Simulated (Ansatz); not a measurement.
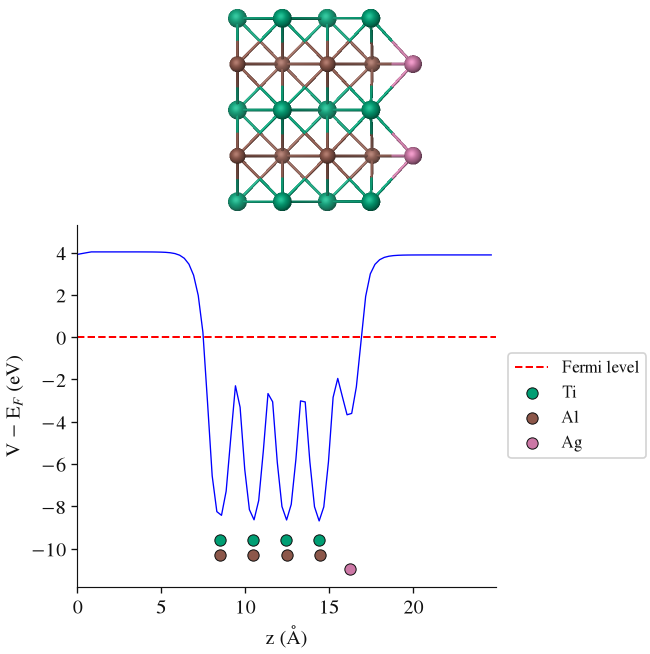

Plane-averaged electrostatic potential energy of an electron across the slab; circles at the bottom mark the heights of the atoms (positions after relaxation). The structure is drawn too.

The material is a (110) slab cut from TiAl (P4/mmm), of composition Ti4Al4Ag (not the bulk's), ended by TiAl planes, 9 atoms in the cell; a = 3.95 Å, b = 4.04 Å, c = 24.93 Å, α = 90.00°, β = 90.00°, γ = 90.00°.

Ansatz 0.2.0; DFT PBEsol, scalar-relativistic, plane waves, PAW, no spin polarisation, 7×7×1 k mesh, 420 eV cutoff.

What is the work function?

Answer. The work function is 3.89 eV at the right face and 4.03 eV at the left.

Do the two faces differ, and what does that say about the slab's dipole?

Answer. The vacuum levels differ by 0.14 eV, so the slab carries a dipole along its normal. Some atoms were held fixed in the relaxation, which can itself make the faces differ.

How thick are slab and vacuum?

Answer. The outermost atoms are 7.7 Å apart, which leaves 17.2 Å of vacuum in a cell 24.9 Å high.
